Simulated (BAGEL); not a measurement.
# C5H8 (cyclopentene): RI-MP2/def2-SVP (density fitting with cc-pvqz-jkfit)

Aim: the energy change on altering one bond length of C5H8 (cyclopentene) at RI-MP2/def2-SVP (density fitting with cc-pvqz-jkfit), from 2 runs. 

Program for the calculation: BAGEL 1.2.2.

2 further runs of the same task are left out: 2 set aside as unsound or not needed.

## (1) Starting point

The species is C5H8 (13 atoms), meant as a singlet with charge 0. As SMILES, `C1=CCCC1`. The coordinates come from a PBE0-D4/def2-TZVP relaxation. This is one conformer, not always the lowest.

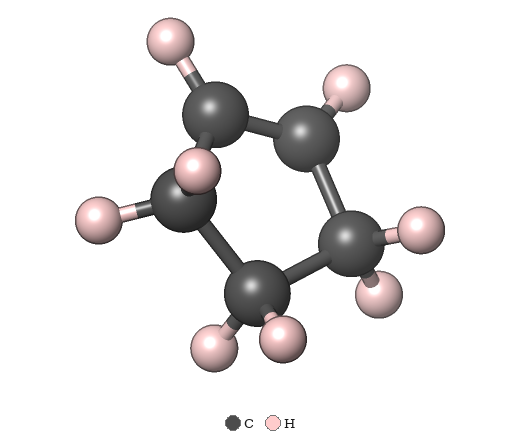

The structure, seen from a chosen angle (carbon dark grey, hydrogen pink).

## (2) The energy at RI-MP2/def2-SVP (density fitting with cc-pvqz-jkfit)

job.json reads:

```json
{ "bagel": [

{
  "title": "molecule",
  "basis": "svp",
  "df_basis": "cc-pvqz-jkfit",
  "angstrom": "true",
  "geometry": [
    { "atom": "C", "xyz": [      -0.781630,       1.076990,       0.235430 ] },
    { "atom": "C", "xyz": [      -0.724630,       0.102690,       1.136050 ] },
    { "atom": "C", "xyz": [       0.255710,      -0.964820,       0.745600 ] },
    { "atom": "C", "xyz": [       0.545640,      -0.643130,      -0.730230 ] },
    { "atom": "C", "xyz": [       0.150340,       0.831670,      -0.915370 ] },
    { "atom": "H", "xyz": [      -1.387920,       1.971110,       0.325230 ] },
    { "atom": "H", "xyz": [      -1.277800,       0.085360,       2.068150 ] },
    { "atom": "H", "xyz": [      -0.135030,      -1.976810,       0.884760 ] },
    { "atom": "H", "xyz": [       1.159140,      -0.895520,       1.365520 ] },
    { "atom": "H", "xyz": [       1.579850,      -0.844600,      -1.013730 ] },
    { "atom": "H", "xyz": [      -0.091390,      -1.265910,      -1.363410 ] },
    { "atom": "H", "xyz": [      -0.310970,       1.022730,      -1.888430 ] },
    { "atom": "H", "xyz": [       1.018670,       1.500240,      -0.849580 ] }
  ]
},

{
  "title": "hf",
  "charge": 0
},

{
  "title": "mp2",
  "charge": 0,
  "ncore": 5
}

]}
```

Command:

```sh
BAGEL_NUM_THREADS=1 BAGEL job.json > job.out
```

Log:

```text
* using 1 threads per process

  ===============================================================
  ===============================================================

  *** Geometry ***

  { "atom" : "C", "xyz" : [     -1.477067,      2.035216,      0.444898 ] },
  { "atom" : "C", "xyz" : [     -1.369352,      0.194056,      2.146823 ] },
  { "atom" : "C", "xyz" : [      0.483222,     -1.823246,      1.408980 ] },
  { "atom" : "C", "xyz" : [      1.031110,     -1.215340,     -1.379935 ] },
  { "atom" : "C", "xyz" : [      0.284101,      1.571629,     -1.729799 ] },
  { "atom" : "H", "xyz" : [     -2.622789,      3.724858,      0.614596 ] },
  { "atom" : "H", "xyz" : [     -2.414692,      0.161307,      3.908237 ] },
  { "atom" : "H", "xyz" : [     -0.255170,     -3.735630,      1.671954 ] },
  { "atom" : "H", "xyz" : [      2.190457,     -1.692288,      2.580459 ] },
  { "atom" : "H", "xyz" : [      2.985484,     -1.596063,     -1.915672 ] },
  { "atom" : "H", "xyz" : [     -0.172702,     -2.392223,     -2.576471 ] },
  { "atom" : "H", "xyz" : [     -0.587648,      1.932680,     -3.568616 ] },
  { "atom" : "H", "xyz" : [      1.925007,      2.835043,     -1.605474 ] },

  Number of auxiliary basis functions:      938

  Since a DF basis is specified, we compute 2- and 3-index integrals:
    o Being stored without compression. Storage requirement is 0.091 GB

  Number of basis functions:      110
  Number of electrons      :       38

    * METHOD: MOLECULE                             1.92

  *** RHF ***

  === Nuclear Repulsion ===
   172.0753077578

      * DIIS with orbital gradients will be used.

  === RHF iteration (svp) ===
      0       -193.66424860          0.01349157           0.32
      1       -193.80735619          0.00674913           0.32
      2       -193.83537611          0.00143944           0.32
      3       -193.83742142          0.00015688           0.32
      4       -193.83744940          0.00004228           0.32
      5       -193.83745155          0.00001303           0.32
      6       -193.83745173          0.00000233           0.32
      7       -193.83745174          0.00000061           0.32
      8       -193.83745174          0.00000010           0.32
      9       -193.83745174          0.00000004           0.32
     10       -193.83745174          0.00000001           0.32
     11       -193.83745174          0.00000000           0.32
    * SCF iteration converged.

    * Permanent dipole moment:
           (   -0.057325,     0.011414,     0.015994) a.u.

    * METHOD: HF                                   4.45

  *** RHF ***

  === Nuclear Repulsion ===
   172.0753077578

      * DIIS with orbital gradients will be used.

  === RHF iteration (svp) ===
      0       -193.83745174          0.00000000           0.31
    * SCF iteration converged.

    * Permanent dipole moment:
           (   -0.057325,     0.011414,     0.015994) a.u.

  === DF-MP2 calculation ===

    * freezing 5 orbitals
    * 3-index integral transformation done
    * assembly done

      MP2 correlation energy:   -0.6841797391      0.30

      MP2 total energy:       -194.5216314773

    * METHOD: MP2                                  0.98

  ===============================================================
```

It took 7.8 s on 1 thread of Arm Neoverse N1, shared host; peak memory 0.26 GiB.

## (3) The distorted shape

input.json reads:

```json
{ "bagel" : [

{
  "title" : "molecule",
  "basis" : "svp",
  "df_basis" : "cc-pvqz-jkfit",
  "angstrom" : true,
  "geometry" : [
    { "atom" : "C", "xyz" : [   -0.723036,    1.228744,    0.214562 ] },
    { "atom" : "C", "xyz" : [   -0.666036,    0.254444,    1.115182 ] },
    { "atom" : "C", "xyz" : [    0.314304,   -0.813066,    0.724732 ] },
    { "atom" : "C", "xyz" : [    0.604234,   -0.491376,   -0.751098 ] },
    { "atom" : "C", "xyz" : [    0.208934,    0.983424,   -0.936238 ] },
    { "atom" : "H", "xyz" : [   -1.329326,    2.122864,    0.304362 ] },
    { "atom" : "H", "xyz" : [   -1.219206,    0.237114,    2.047282 ] },
    { "atom" : "H", "xyz" : [   -0.135030,   -1.976810,    0.884760 ] },
    { "atom" : "H", "xyz" : [    1.217734,   -0.743766,    1.344652 ] },
    { "atom" : "H", "xyz" : [    1.638444,   -0.692846,   -1.034598 ] },
    { "atom" : "H", "xyz" : [   -0.032796,   -1.114156,   -1.384278 ] },
    { "atom" : "H", "xyz" : [   -0.252376,    1.174484,   -1.909298 ] },
    { "atom" : "H", "xyz" : [    1.077264,    1.651994,   -0.870448 ] }
  ]
},
{ "title" : "hf" },
{ "title" : "mp2", "ncore" : 5 }

]}
```

Command:

```sh
BAGEL_NUM_THREADS=1 BAGEL input.json > input.out
```

Log:

```text
* using 1 threads per process

  ===============================================================
  ===============================================================

  *** Geometry ***

  { "atom" : "C", "xyz" : [     -1.366340,      2.321990,      0.405463 ] },
  { "atom" : "C", "xyz" : [     -1.258626,      0.480829,      2.107389 ] },
  { "atom" : "C", "xyz" : [      0.593948,     -1.536472,      1.369545 ] },
  { "atom" : "C", "xyz" : [      1.141837,     -0.928566,     -1.419370 ] },
  { "atom" : "C", "xyz" : [      0.394828,      1.858402,     -1.769233 ] },
  { "atom" : "H", "xyz" : [     -2.512062,      4.011632,      0.575161 ] },
  { "atom" : "H", "xyz" : [     -2.303965,      0.448081,      3.868802 ] },
  { "atom" : "H", "xyz" : [     -0.255170,     -3.735630,      1.671954 ] },
  { "atom" : "H", "xyz" : [      2.301184,     -1.405514,      2.541024 ] },
  { "atom" : "H", "xyz" : [      3.096210,     -1.309289,     -1.955107 ] },
  { "atom" : "H", "xyz" : [     -0.061975,     -2.105450,     -2.615906 ] },
  { "atom" : "H", "xyz" : [     -0.476922,      2.219453,     -3.608050 ] },
  { "atom" : "H", "xyz" : [      2.035734,      3.121816,     -1.644908 ] },

  Number of auxiliary basis functions:      938

  Since a DF basis is specified, we compute 2- and 3-index integrals:
    o Being stored without compression. Storage requirement is 0.091 GB

  Number of basis functions:      110
  Number of electrons      :       38

    * METHOD: MOLECULE                             1.91

  *** RHF ***

  === Nuclear Repulsion ===
   171.4009378023

      * DIIS with orbital gradients will be used.

  === RHF iteration (svp) ===
      0       -193.64906643          0.01347590           0.32
      1       -193.79267520          0.00687652           0.32
      2       -193.82214821          0.00145332           0.32
      3       -193.82428590          0.00016576           0.32
      4       -193.82431624          0.00004868           0.32
      5       -193.82431897          0.00001351           0.32
      6       -193.82431919          0.00000272           0.32
      7       -193.82431920          0.00000097           0.32
      8       -193.82431920          0.00000037           0.32
      9       -193.82431920          0.00000012           0.32
     10       -193.82431920          0.00000005           0.32
     11       -193.82431920          0.00000002           0.32
     12       -193.82431920          0.00000001           0.32
    * SCF iteration converged.

    * Permanent dipole moment:
           (   -0.070422,    -0.067136,     0.041055) a.u.

    * METHOD: HF                                   4.79

  *** RHF ***

  === Nuclear Repulsion ===
   171.4009378023

      * DIIS with orbital gradients will be used.

  === RHF iteration (svp) ===
      0       -193.82431920          0.00000000           0.31
    * SCF iteration converged.

    * Permanent dipole moment:
           (   -0.070423,    -0.067136,     0.041055) a.u.

  === DF-MP2 calculation ===

    * freezing 5 orbitals
    * 3-index integral transformation done
    * assembly done

      MP2 correlation energy:   -0.6860142624      0.30

      MP2 total energy:       -194.5103334668

    * METHOD: MP2                                  0.98

  ===============================================================
```

It took 8.1 s on 1 thread of Arm Neoverse N1, shared host; peak memory 0.26 GiB.

## (4) Results

Level: RI-MP2/def2-SVP (density fitting with cc-pvqz-jkfit), 5 core orbitals frozen.

| quantity | value |
| --- | --- |
| first shape: total energy | -194.52163 Eh |
| first shape: correlation energy (5 core orbitals frozen) | -684.2 mEh |
| distorted shape: total energy | -194.51033 Eh |
| distorted shape: correlation energy (5 core orbitals frozen) | -686.0 mEh |
| energy change with the C3–H8 bond stretched from 1.094 to 1.258 Å | 0.307 eV |

What this shows: With the C3–H8 bond stretched from 1.094 to 1.258 Å the energy rises by 0.31 eV (7.1 kcal/mol). The first shape isn't relaxed at this level, so the change isn't measured from a minimum.
